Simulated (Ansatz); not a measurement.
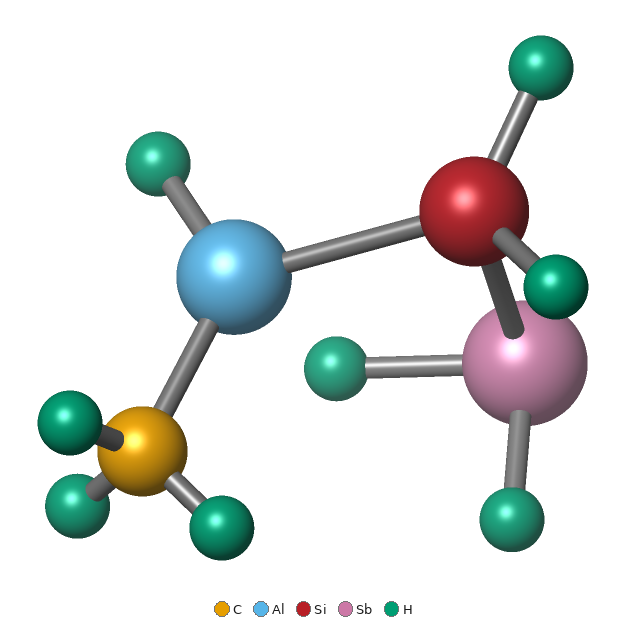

A ball-and-stick model of a molecule.

The geometry was computed by an optimisation with PBE0-D4/def2-TZVP.

Identify the structure.

Formula CH8AlSbSi. SMILES: `[CH3][AlH][SiH2][SbH2]`. Among its groups: Si–H bond. This geometry has C1 symmetry. Coordination, clear cases only: 1 C tetrahedral; 1 Al trigonal planar; 1 Sb trigonal pyramidal.

More results for the same structure follow; atom numbers are the same in all pictures, views and colours differ.

### Geometry

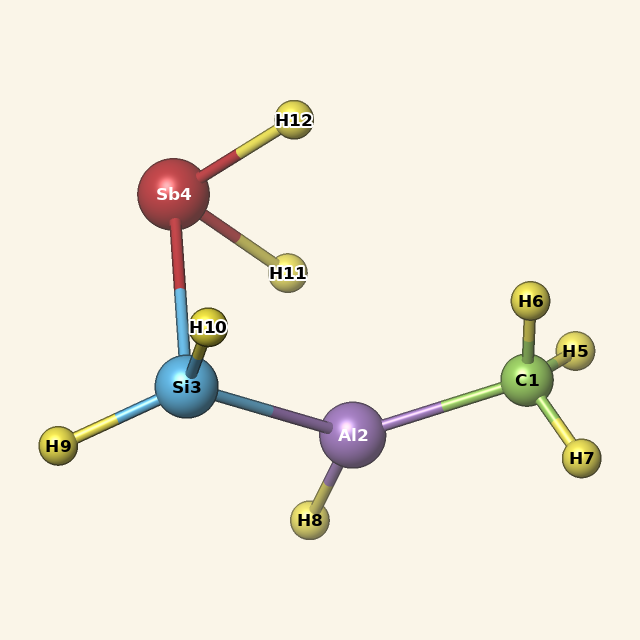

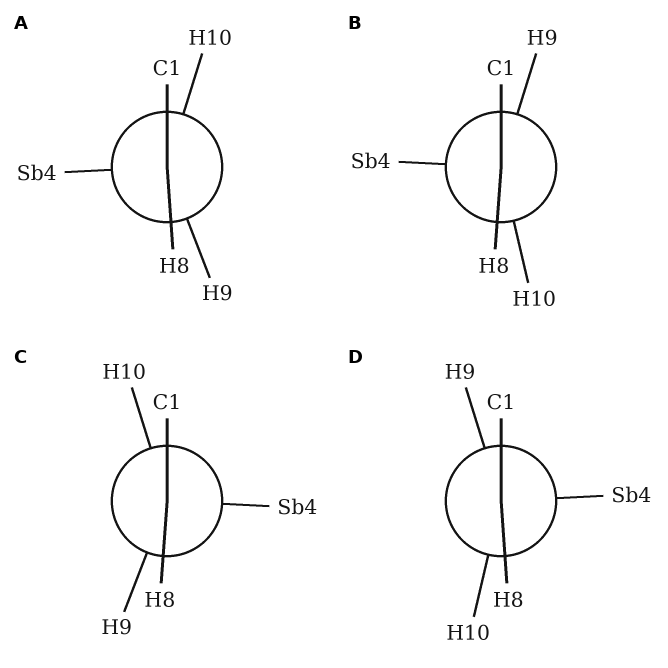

Distant atoms are faded towards the background colour. Bonds that would overlap in a projection are set slightly apart.

**Which Newman projection shows the view along Al2–Si3, with Al2 in front?**

C. The torsion angle C1–Al2–Si3–Sb4 is 93°, about perpendicular.

### Electronic properties

Level of theory: RKS BHLYP-D4/def2-TZVPP, core potentials on Sb (Ansatz 0.2.0).

**What is the dispersion correction?**

−45.8 kJ/mol.

**What is the HOMO energy (Kohn–Sham orbital)?**

−7.29 eV.

**Estimate the HOMO–LUMO gap.**

6.90 eV.

### Charges

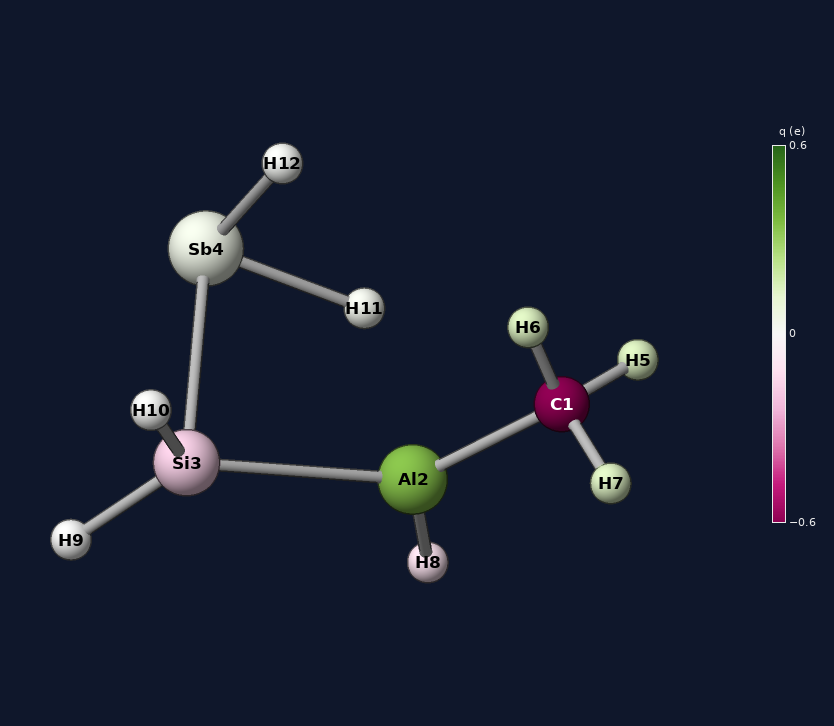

Atoms are coloured by their Mulliken charges. Properties computed with RKS PBE0-D4/def2-TZVP, core potentials on Sb (Ansatz 0.2.0).

Give the Mulliken charges atom by atom.

```json
{"atom": "C1", "value (e)": "−0.60"}
{"atom": "Al2", "value (e)": "0.34"}
{"atom": "Si3", "value (e)": "−0.16"}
{"atom": "Sb4", "value (e)": "0.05"}
{"atom": "H5", "value (e)": "0.15"}
{"atom": "H6", "value (e)": "0.14"}
{"atom": "H7", "value (e)": "0.14"}
{"atom": "H8", "value (e)": "−0.10"}
{"atom": "H9", "value (e)": "0.00"}
{"atom": "H10", "value (e)": "0.01"}
{"atom": "H11", "value (e)": "0.02"}
{"atom": "H12", "value (e)": "0.01"}
```

### Vibrations

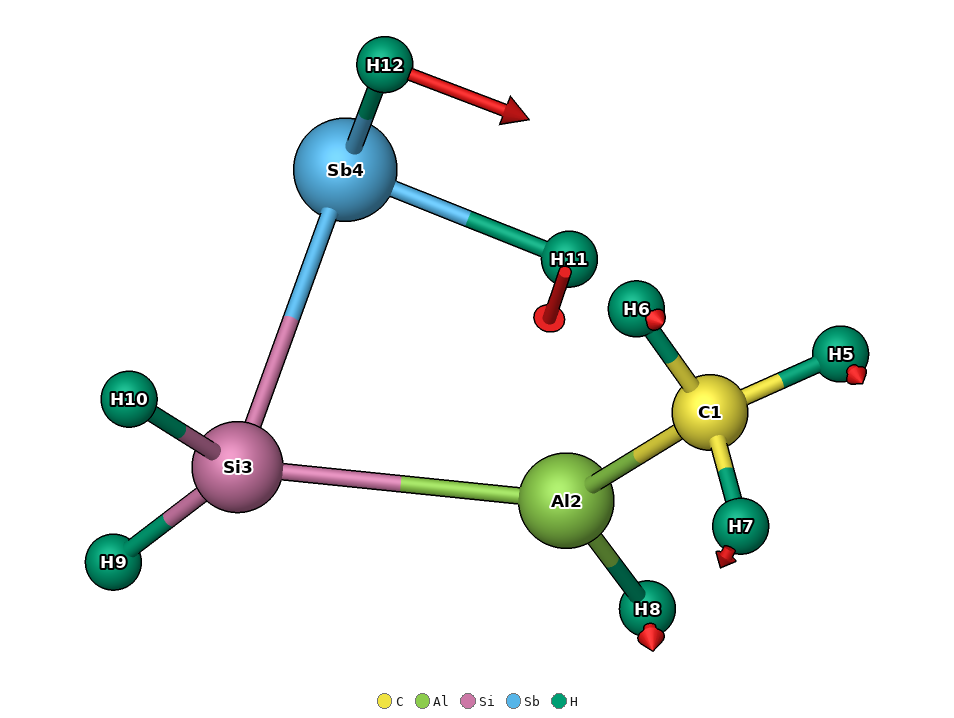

The arrows show one normal mode. Harmonic vibrations computed with RKS PBE0-D4/def2-TZVP, core potentials on Sb (Ansatz 0.2.0) at a stationary point of the same level.

**Describe the motion.**

A torsion or out-of-plane motion in which bond lengths and bond angles hardly change.

**At what wavenumber does it lie?**

240 cm⁻¹; it is mode 5 of 30 counted from the lowest.

Mulliken values depend strongly on the basis set and can even reverse the polarity of a bond.
